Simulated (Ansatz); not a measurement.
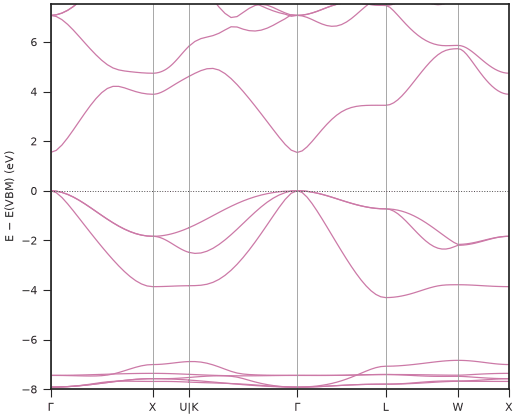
Figure. Band structure from r²SCAN (plane waves, PAW; program Ansatz)

Task: Read off the gap and where the band edges lie.

Result: About 1.5 eV (1.54 eV by a search for the band edges); maximum at Γ, minimum at Γ.

The material is CdS (zinc blende, F-43m).

The cell was relaxed with r²SCAN under the symmetry of its start; phonons on a q-mesh show no instability. Spin–orbit coupling is left out wherever it is not named.

Potentials: the later of the program's two PAW sets.
